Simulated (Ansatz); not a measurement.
## Molecular dynamics of HfHCl2OF (part 1 of 2)

HfHCl2OF, computed with RKS PBE/def2-SVP (Ansatz 0.2.0).

It belongs to a series of runs on one base structure; here: dynamics from the last frame of an earlier run. Figures and captions count atoms from 1; the log counts them from 0 in places.

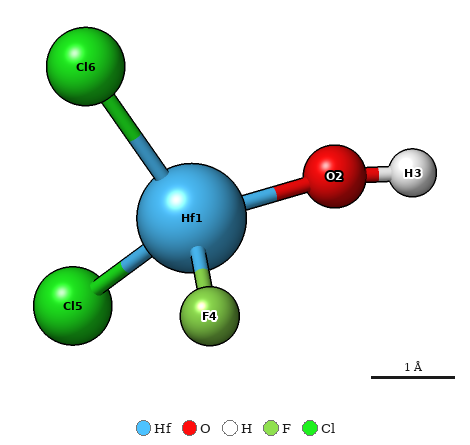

*The starting structure (ball-and-stick view, seen at a tilt; atoms are numbered from 1 in the order of the input). Sticks mark near contacts.*

Bond lengths as drawn: Cl–Hf 2.36 to 2.39 Å, F–Hf 1.91 Å, Hf–O 1.94 Å and H–O 0.97 Å.

Results in brief:

```tsv
quantity	value
outcome	finished
mean temperature over the second half	316 K
trajectory	100 steps, 50 fs
ensemble	nvt_nose_hoover
temperature in the input	500.0 K
time step	0.5 fs
potential energy (last step)	−31114.8393 eV
mean-field energy (last step)	−31114.8393 eV
largest force (length of the vector) (last step)	2.351 eV/Å
hardware	1 thread of Arm Neoverse V2, 24 GiB of memory available, shared host
wall time	5.7 min
peak memory	0.19 GiB
```

So short a trajectory is not equilibrated. The temperature stays far from the 500 K of the thermostat over the second half: the run isn't equilibrated.

Input file:
```yaml
crystal:
  periodic: [false, false, false]
  atoms:
    - { symbol: Hf, position_ang: [-0.130404, -0.026516, -0.01822] }
    - { symbol: O, position_ang: [-0.282305, -0.134908, 1.91011] }
    - { symbol: H, position_ang: [-0.122237, -0.10013, 2.869128] }
    - { symbol: F, position_ang: [1.718326, -0.004387, -0.509968] }
    - { symbol: Cl, position_ang: [-1.133303, 1.852503, -1.036018] }
    - { symbol: Cl, position_ang: [-1.117794, -1.877037, -1.159858] }
basis:
  gaussian: { orbitals: def2-SVP }
hamiltonian:
  xc: pbe
md:
  timestep: 0.5
  n_steps: 100
  ensemble: nvt_nose_hoover
  temperature: 500.0
  initial_velocities: maxwell_boltzmann
  seed: 103172
  nose_hoover: { tau: 100.0, chain_length: 1 }
```

Command:
```bash
ansatz run input.yaml --threads 1 --pin off --max-ram 2048MiB --backend cpu --events-out ev --progress --plain --runs-dir out
```

The program's output:
```
Engine: ansatz 0.2.0, aarch64-unknown-linux-gnu
Functional definition: PBE
  parameter kappa = 0.804
  parameter beta = 0.06672455060314922
  exchange = pbe_x(kappa = kappa, mu = beta*pi^2/3)
  correlation = pbe_c(beta = beta)
1053 factors; their error is unknown
mean field evaluation 1: about -31106.6878 eV, gradient 6.9e1 eV
mean field evaluation 2: about -30975.5472 eV, gradient 2.5e2 eV
mean field evaluation 4: about -31114.7455 eV, gradient 1.0e1 eV
mean field evaluation 8: about -31115.0283 eV, gradient 7.4e-2 eV
mean field evaluation 16: about -31114.9417 eV, gradient 5.4e-5 eV
mean field -31114.94173601 eV, -1143.4530183332 hartree, gradient 5.4e-5 eV, S^2 0.000000; 0 other end points of the search recorded, 0 dependent functions left out
the calculation of the forces begins
reference -31114.94180897 eV, -1143.4530210145 hartree; 32, 32 occupied and 69, 69 virtual orbitals, 1053 factors
md step     0: t =     0.00 fs  T =   500.0 K  F+E_penalty+E_count = -31114.94173601 eV  E_kin = 0.258520 eV  conserved = -31114.68321601 eV  (28 SCF iters)
these checks for a lower state are left out or cut short: starts, cluster_reference, orbital_swaps, neighbouring_geometries, increment
1053 factors; their error is unknown
mean field -31114.93731294 eV, -1143.4528557885 hartree, gradient 9.8e-6 eV, S^2 0.000000; 0 other end points of the search recorded, 0 dependent functions left out
the calculation of the forces begins
reference -31114.93738593 eV, -1143.4528584710 hartree; 32, 32 occupied and 69, 69 virtual orbitals, 1053 factors
md step     1: t =     0.50 fs  T =   491.4 K  F+E_penalty+E_count = -31114.93731294 eV  E_kin = 0.254065 eV  conserved = -31114.68324758 eV  (31 SCF iters)
[... from here on the SCF iterations and repeated set-up lines of each step are left out, up to the last step ...]
md step     2: t =     1.00 fs  T =   454.8 K  F+E_penalty+E_count = -31114.91782553 eV  E_kin = 0.235143 eV  conserved = -31114.68268307 eV  (31 SCF iters)
md step     3: t =     1.50 fs  T =   407.6 K  F+E_penalty+E_count = -31114.89251819 eV  E_kin = 0.210759 eV  conserved = -31114.68176080 eV  (31 SCF iters)
md step     4: t =     2.00 fs  T =   376.1 K  F+E_penalty+E_count = -31114.87560401 eV  E_kin = 0.194481 eV  conserved = -31114.68112781 eV  (31 SCF iters)
md step     5: t =     2.50 fs  T =   377.8 K  F+E_penalty+E_count = -31114.87661715 eV  E_kin = 0.195320 eV  conserved = -31114.68130665 eV  (31 SCF iters)
md step     6: t =     3.00 fs  T =   407.6 K  F+E_penalty+E_count = -31114.89288700 eV  E_kin = 0.210766 eV  conserved = -31114.68213871 eV  (31 SCF iters)
md step     7: t =     3.50 fs  T =   442.6 K  F+E_penalty+E_count = -31114.91179467 eV  E_kin = 0.228860 eV  conserved = -31114.68296303 eV  (31 SCF iters)
md step     8: t =     4.00 fs  T =   458.7 K  F+E_penalty+E_count = -31114.92039128 eV  E_kin = 0.237160 eV  conserved = -31114.68327190 eV  (31 SCF iters)
md step     9: t =     4.50 fs  T =   445.3 K  F+E_penalty+E_count = -31114.91320047 eV  E_kin = 0.230230 eV  conserved = -31114.68302496 eV  (32 SCF iters)
md step    10: t =     5.00 fs  T =   407.9 K  F+E_penalty+E_count = -31114.89331298 eV  E_kin = 0.210904 eV  conserved = -31114.68247775 eV  (32 SCF iters)
md step    11: t =     5.50 fs  T =   361.6 K  F+E_penalty+E_count = -31114.86880221 eV  E_kin = 0.186972 eV  conserved = -31114.68191360 eV  (32 SCF iters)
md step    12: t =     6.00 fs  T =   322.8 K  F+E_penalty+E_count = -31114.84834711 eV  E_kin = 0.166926 eV  conserved = -31114.68152018 eV  (32 SCF iters)
md step    13: t =     6.50 fs  T =   303.4 K  F+E_penalty+E_count = -31114.83813404 eV  E_kin = 0.156863 eV  conserved = -31114.68138672 eV  (32 SCF iters)
md step    14: t =     7.00 fs  T =   307.3 K  F+E_penalty+E_count = -31114.84028517 eV  E_kin = 0.158884 eV  conserved = -31114.68153629 eV  (33 SCF iters)
md step    15: t =     7.50 fs  T =   330.0 K  F+E_penalty+E_count = -31114.85242828 eV  E_kin = 0.170646 eV  conserved = -31114.68194115 eV  (32 SCF iters)
md step    16: t =     8.00 fs  T =   359.5 K  F+E_penalty+E_count = -31114.86820654 eV  E_kin = 0.185888 eV  conserved = -31114.68250639 eV  (32 SCF iters)
md step    17: t =     8.50 fs  T =   379.3 K  F+E_penalty+E_count = -31114.87894321 eV  E_kin = 0.196126 eV  conserved = -31114.68303819 eV  (51 SCF iters)
md step    18: t =     9.00 fs  T =   374.9 K  F+E_penalty+E_count = -31114.87682818 eV  E_kin = 0.193834 eV  conserved = -31114.68325198 eV  (32 SCF iters)
md step    19: t =     9.50 fs  T =   341.7 K  F+E_penalty+E_count = -31114.85929564 eV  E_kin = 0.176685 eV  conserved = -31114.68290480 eV  (32 SCF iters)
md step    20: t =    10.00 fs  T =   291.4 K  F+E_penalty+E_count = -31114.83240472 eV  E_kin = 0.150671 eV  conserved = -31114.68206294 eV  (32 SCF iters)
md step    21: t =    10.50 fs  T =   248.5 K  F+E_penalty+E_count = -31114.80936139 eV  E_kin = 0.128472 eV  conserved = -31114.68125184 eV  (32 SCF iters)
md step    22: t =    11.00 fs  T =   235.5 K  F+E_penalty+E_count = -31114.80247857 eV  E_kin = 0.121760 eV  conserved = -31114.68111389 eV  (32 SCF iters)
md step    23: t =    11.50 fs  T =   256.3 K  F+E_penalty+E_count = -31114.81383133 eV  E_kin = 0.132497 eV  conserved = -31114.68176594 eV  (32 SCF iters)
md step    24: t =    12.00 fs  T =   292.8 K  F+E_penalty+E_count = -31114.83358032 eV  E_kin = 0.151387 eV  conserved = -31114.68266937 eV  (32 SCF iters)
md step    25: t =    12.50 fs  T =   319.3 K  F+E_penalty+E_count = -31114.84773754 eV  E_kin = 0.165067 eV  conserved = -31114.68319882 eV  (32 SCF iters)
md step    26: t =    13.00 fs  T =   319.1 K  F+E_penalty+E_count = -31114.84753116 eV  E_kin = 0.164975 eV  conserved = -31114.68314237 eV  (32 SCF iters)
md step    27: t =    13.50 fs  T =   292.0 K  F+E_penalty+E_count = -31114.83303270 eV  E_kin = 0.151000 eV  conserved = -31114.68267691 eV  (32 SCF iters)
md step    28: t =    14.00 fs  T =   250.4 K  F+E_penalty+E_count = -31114.81088536 eV  E_kin = 0.129489 eV  conserved = -31114.68209563 eV  (32 SCF iters)
md step    29: t =    14.50 fs  T =   210.9 K  F+E_penalty+E_count = -31114.78990496 eV  E_kin = 0.109028 eV  conserved = -31114.68162569 eV  (32 SCF iters)
md step    30: t =    15.00 fs  T =   187.3 K  F+E_penalty+E_count = -31114.77742354 eV  E_kin = 0.096828 eV  conserved = -31114.68138967 eV  (32 SCF iters)
md step    31: t =    15.50 fs  T =   186.8 K  F+E_penalty+E_count = -31114.77717870 eV  E_kin = 0.096585 eV  conserved = -31114.68143330 eV  (33 SCF iters)
md step    32: t =    16.00 fs  T =   208.2 K  F+E_penalty+E_count = -31114.78847993 eV  E_kin = 0.107622 eV  conserved = -31114.68174967 eV  (33 SCF iters)
md step    33: t =    16.50 fs  T =   241.8 K  F+E_penalty+E_count = -31114.80633722 eV  E_kin = 0.125017 eV  conserved = -31114.68227427 eV  (32 SCF iters)
md step    34: t =    17.00 fs  T =   272.3 K  F+E_penalty+E_count = -31114.82262229 eV  E_kin = 0.140797 eV  conserved = -31114.68285427 eV  (32 SCF iters)
md step    35: t =    17.50 fs  T =   283.4 K  F+E_penalty+E_count = -31114.82864913 eV  E_kin = 0.146531 eV  conserved = -31114.68323073 eV  (32 SCF iters)
md step    36: t =    18.00 fs  T =   265.6 K  F+E_penalty+E_count = -31114.81926100 eV  E_kin = 0.137344 eV  conserved = -31114.68311509 eV  (32 SCF iters)
md step    37: t =    18.50 fs  T =   224.2 K  F+E_penalty+E_count = -31114.79704681 eV  E_kin = 0.115905 eV  conserved = -31114.68241984 eV  (32 SCF iters)
md step    38: t =    19.00 fs  T =   179.9 K  F+E_penalty+E_count = -31114.77319407 eV  E_kin = 0.093034 eV  conserved = -31114.68150687 eV  (32 SCF iters)
md step    39: t =    19.50 fs  T =   158.7 K  F+E_penalty+E_count = -31114.76170663 eV  E_kin = 0.082056 eV  conserved = -31114.68105748 eV  (32 SCF iters)
md step    40: t =    20.00 fs  T =   172.8 K  F+E_penalty+E_count = -31114.76935334 eV  E_kin = 0.089368 eV  conserved = -31114.68145389 eV  (31 SCF iters)
md step    41: t =    20.50 fs  T =   211.5 K  F+E_penalty+E_count = -31114.79017548 eV  E_kin = 0.109359 eV  conserved = -31114.68236017 eV  (31 SCF iters)
md step    42: t =    21.00 fs  T =   249.2 K  F+E_penalty+E_count = -31114.81029712 eV  E_kin = 0.128843 eV  conserved = -31114.68309135 eV  (32 SCF iters)
md step    43: t =    21.50 fs  T =   264.0 K  F+E_penalty+E_count = -31114.81799705 eV  E_kin = 0.136492 eV  conserved = -31114.68324948 eV  (32 SCF iters)
md step    44: t =    22.00 fs  T =   249.4 K  F+E_penalty+E_count = -31114.81000890 eV  E_kin = 0.128968 eV  conserved = -31114.68289584 eV  (32 SCF iters)
md step    45: t =    22.50 fs  T =   214.2 K  F+E_penalty+E_count = -31114.79108739 eV  E_kin = 0.110730 eV  conserved = -31114.68231536 eV  (31 SCF iters)
md step    46: t =    23.00 fs  T =   174.4 K  F+E_penalty+E_count = -31114.76988270 eV  E_kin = 0.090154 eV  conserved = -31114.68177564 eV  (31 SCF iters)
md step    47: t =    23.50 fs  T =   145.9 K  F+E_penalty+E_count = -31114.75473874 eV  E_kin = 0.075422 eV  conserved = -31114.68143944 eV  (33 SCF iters)
md step    48: t =    24.00 fs  T =   138.8 K  F+E_penalty+E_count = -31114.75095579 eV  E_kin = 0.071770 eV  conserved = -31114.68137883 eV  (32 SCF iters)
md step    49: t =    24.50 fs  T =   155.0 K  F+E_penalty+E_count = -31114.75950152 eV  E_kin = 0.080164 eV  conserved = -31114.68160569 eV  (51 SCF iters)
md step    50: t =    25.00 fs  T =   187.7 K  F+E_penalty+E_count = -31114.77679214 eV  E_kin = 0.097074 eV  conserved = -31114.68207772 eV  (32 SCF iters)
md step    51: t =    25.50 fs  T =   222.9 K  F+E_penalty+E_count = -31114.79546675 eV  E_kin = 0.115265 eV  conserved = -31114.68267350 eV  (31 SCF iters)
md step    52: t =    26.00 fs  T =   243.6 K  F+E_penalty+E_count = -31114.80648565 eV  E_kin = 0.125926 eV  conserved = -31114.68316140 eV  (31 SCF iters)
md step    53: t =    26.50 fs  T =   236.7 K  F+E_penalty+E_count = -31114.80286946 eV  E_kin = 0.122375 eV  conserved = -31114.68323473 eV  (31 SCF iters)
md step    54: t =    27.00 fs  T =   202.1 K  F+E_penalty+E_count = -31114.78431576 eV  E_kin = 0.104485 eV  conserved = -31114.68269900 eV  (31 SCF iters)
md step    55: t =    27.50 fs  T =   156.6 K  F+E_penalty+E_count = -31114.75973704 eV  E_kin = 0.080953 eV  conserved = -31114.68176119 eV  (31 SCF iters)
md step    56: t =    28.00 fs  T =   127.0 K  F+E_penalty+E_count = -31114.74367817 eV  E_kin = 0.065671 eV  conserved = -31114.68107177 eV  (31 SCF iters)
md step    57: t =    28.50 fs  T =   132.5 K  F+E_penalty+E_count = -31114.74656255 eV  E_kin = 0.068506 eV  conserved = -31114.68120430 eV  (31 SCF iters)
md step    58: t =    29.00 fs  T =   169.5 K  F+E_penalty+E_count = -31114.76641107 eV  E_kin = 0.087615 eV  conserved = -31114.68204366 eV  (31 SCF iters)
md step    59: t =    29.50 fs  T =   214.6 K  F+E_penalty+E_count = -31114.79047684 eV  E_kin = 0.110940 eV  conserved = -31114.68291433 eV  (31 SCF iters)
md step    60: t =    30.00 fs  T =   242.4 K  F+E_penalty+E_count = -31114.80505988 eV  E_kin = 0.125331 eV  conserved = -31114.68326372 eV  (31 SCF iters)
md step    61: t =    30.50 fs  T =   241.1 K  F+E_penalty+E_count = -31114.80397105 eV  E_kin = 0.124649 eV  conserved = -31114.68302665 eV  (31 SCF iters)
md step    62: t =    31.00 fs  T =   215.6 K  F+E_penalty+E_count = -31114.79004264 eV  E_kin = 0.111449 eV  conserved = -31114.68246286 eV  (31 SCF iters)
md step    63: t =    31.50 fs  T =   181.2 K  F+E_penalty+E_count = -31114.77152502 eV  E_kin = 0.093667 eV  conserved = -31114.68187149 eV  (31 SCF iters)
md step    64: t =    32.00 fs  T =   155.0 K  F+E_penalty+E_count = -31114.75747809 eV  E_kin = 0.080163 eV  conserved = -31114.68145461 eV  (31 SCF iters)
md step    65: t =    32.50 fs  T =   149.7 K  F+E_penalty+E_count = -31114.75444415 eV  E_kin = 0.077391 eV  conserved = -31114.68130968 eV  (31 SCF iters)
md step    66: t =    33.00 fs  T =   169.5 K  F+E_penalty+E_count = -31114.76472862 eV  E_kin = 0.087647 eV  conserved = -31114.68146370 eV  (31 SCF iters)
md step    67: t =    33.50 fs  T =   209.9 K  F+E_penalty+E_count = -31114.78589636 eV  E_kin = 0.108541 eV  conserved = -31114.68188909 eV  (31 SCF iters)
md step    68: t =    34.00 fs  T =   258.2 K  F+E_penalty+E_count = -31114.81127641 eV  E_kin = 0.133515 eV  conserved = -31114.68248586 eV  (31 SCF iters)
md step    69: t =    34.50 fs  T =   297.1 K  F+E_penalty+E_count = -31114.83171426 eV  E_kin = 0.153623 eV  conserved = -31114.68304625 eV  (31 SCF iters)
md step    70: t =    35.00 fs  T =   311.2 K  F+E_penalty+E_count = -31114.83898180 eV  E_kin = 0.160928 eV  conserved = -31114.68326458 eV  (31 SCF iters)
md step    71: t =    35.50 fs  T =   296.0 K  F+E_penalty+E_count = -31114.83048163 eV  E_kin = 0.153068 eV  conserved = -31114.68288225 eV  (31 SCF iters)
md step    72: t =    36.00 fs  T =   264.1 K  F+E_penalty+E_count = -31114.81283160 eV  E_kin = 0.136557 eV  conserved = -31114.68198373 eV  (31 SCF iters)
md step    73: t =    36.50 fs  T =   241.5 K  F+E_penalty+E_count = -31114.80008045 eV  E_kin = 0.124859 eV  conserved = -31114.68115106 eV  (31 SCF iters)
md step    74: t =    37.00 fs  T =   251.3 K  F+E_penalty+E_count = -31114.80483990 eV  E_kin = 0.129922 eV  conserved = -31114.68106588 eV  (31 SCF iters)
md step    75: t =    37.50 fs  T =   295.9 K  F+E_penalty+E_count = -31114.82839254 eV  E_kin = 0.152978 eV  conserved = -31114.68180828 eV  (31 SCF iters)
md step    76: t =    38.00 fs  T =   354.8 K  F+E_penalty+E_count = -31114.85953137 eV  E_kin = 0.183456 eV  conserved = -31114.68276450 eV  (31 SCF iters)
md step    77: t =    38.50 fs  T =   400.7 K  F+E_penalty+E_count = -31114.88339970 eV  E_kin = 0.207156 eV  conserved = -31114.68327936 eV  (31 SCF iters)
md step    78: t =    39.00 fs  T =   417.0 K  F+E_penalty+E_count = -31114.89134313 eV  E_kin = 0.215587 eV  conserved = -31114.68316793 eV  (31 SCF iters)
md step    79: t =    39.50 fs  T =   404.9 K  F+E_penalty+E_count = -31114.88419423 eV  E_kin = 0.209338 eV  conserved = -31114.68264826 eV  (31 SCF iters)
md step    80: t =    40.00 fs  T =   378.2 K  F+E_penalty+E_count = -31114.86940414 eV  E_kin = 0.195524 eV  conserved = -31114.68203655 eV  (31 SCF iters)
md step    81: t =    40.50 fs  T =   354.3 K  F+E_penalty+E_count = -31114.85626684 eV  E_kin = 0.183202 eV  conserved = -31114.68156502 eV  (31 SCF iters)
md step    82: t =    41.00 fs  T =   347.4 K  F+E_penalty+E_count = -31114.85215429 eV  E_kin = 0.179633 eV  conserved = -31114.68135228 eV  (49 SCF iters)
md step    83: t =    41.50 fs  T =   363.9 K  F+E_penalty+E_count = -31114.86044478 eV  E_kin = 0.188177 eV  conserved = -31114.68143812 eV  (31 SCF iters)
md step    84: t =    42.00 fs  T =   401.3 K  F+E_penalty+E_count = -31114.87978166 eV  E_kin = 0.207512 eV  conserved = -31114.68180703 eV  (30 SCF iters)
md step    85: t =    42.50 fs  T =   448.5 K  F+E_penalty+E_count = -31114.90434519 eV  E_kin = 0.231912 eV  conserved = -31114.68237970 eV  (31 SCF iters)
md step    86: t =    43.00 fs  T =   488.7 K  F+E_penalty+E_count = -31114.92526060 eV  E_kin = 0.252682 eV  conserved = -31114.68297829 eV  (31 SCF iters)
md step    87: t =    43.50 fs  T =   505.1 K  F+E_penalty+E_count = -31114.93357153 eV  E_kin = 0.261138 eV  conserved = -31114.68331444 eV  (31 SCF iters)
md step    88: t =    44.00 fs  T =   489.4 K  F+E_penalty+E_count = -31114.92475210 eV  E_kin = 0.253021 eV  conserved = -31114.68309253 eV  (31 SCF iters)
md step    89: t =    44.50 fs  T =   449.7 K  F+E_penalty+E_count = -31114.90296368 eV  E_kin = 0.232501 eV  conserved = -31114.68227954 eV  (31 SCF iters)
md step    90: t =    45.00 fs  T =   409.9 K  F+E_penalty+E_count = -31114.88104547 eV  E_kin = 0.211936 eV  conserved = -31114.68134347 eV  (31 SCF iters)
md step    91: t =    45.50 fs  T =   396.2 K  F+E_penalty+E_count = -31114.87322383 eV  E_kin = 0.204837 eV  conserved = -31114.68101350 eV  (30 SCF iters)
md step    92: t =    46.00 fs  T =   417.6 K  F+E_penalty+E_count = -31114.88444965 eV  E_kin = 0.215901 eV  conserved = -31114.68157497 eV  (31 SCF iters)
md step    93: t =    46.50 fs  T =   458.8 K  F+E_penalty+E_count = -31114.90630166 eV  E_kin = 0.237211 eV  conserved = -31114.68254750 eV  (31 SCF iters)
md step    94: t =    47.00 fs  T =   492.3 K  F+E_penalty+E_count = -31114.92385062 eV  E_kin = 0.254564 eV  conserved = -31114.68321322 eV  (31 SCF iters)
md step    95: t =    47.50 fs  T =   497.9 K  F+E_penalty+E_count = -31114.92628059 eV  E_kin = 0.257447 eV  conserved = -31114.68324951 eV  (31 SCF iters)
md step    96: t =    48.00 fs  T =   472.4 K  F+E_penalty+E_count = -31114.91215706 eV  E_kin = 0.244254 eV  conserved = -31114.68279816 eV  (31 SCF iters)
md step    97: t =    48.50 fs  T =   427.3 K  F+E_penalty+E_count = -31114.88778538 eV  E_kin = 0.220950 eV  conserved = -31114.68217492 eV  (31 SCF iters)
md step    98: t =    49.00 fs  T =   380.3 K  F+E_penalty+E_count = -31114.86255361 eV  E_kin = 0.196654 eV  conserved = -31114.68164081 eV  (31 SCF iters)
md step    99: t =    49.50 fs  T =   347.2 K  F+E_penalty+E_count = -31114.84477549 eV  E_kin = 0.179539 eV  conserved = -31114.68134103 eV  (31 SCF iters)
these checks for a lower state are left out or cut short: starts, cluster_reference, orbital_swaps, neighbouring_geometries, increment
1053 factors; their error is unknown
mean field -31114.83920343 eV, -1143.4492503304 hartree, gradient 1.0e-5 eV, S^2 0.000000; 0 other end points of the search recorded, 0 dependent functions left out
the calculation of the forces begins
reference -31114.83927585 eV, -1143.4492529919 hartree; 32, 32 occupied and 69, 69 virtual orbitals, 1053 factors
1053 factors; their error is unknown
mean field evaluation 800: about -31114.8392 eV, gradient 1.0e-5 eV
mean field -31114.83920343 eV, -1143.4492503304 hartree, gradient 1.0e-5 eV, S^2 0.000000; 1 other end points of the search recorded, 0 dependent functions left out
the calculation of the forces begins
reference -31114.83927585 eV, -1143.4492529919 hartree; 32, 32 occupied and 69, 69 virtual orbitals, 1053 factors
md step   100: t =    50.00 fs  T =   337.1 K  F+E_penalty+E_count = -31114.83920343 eV  E_kin = 0.174320 eV  conserved = -31114.68133263 eV  (49 SCF iters)
```
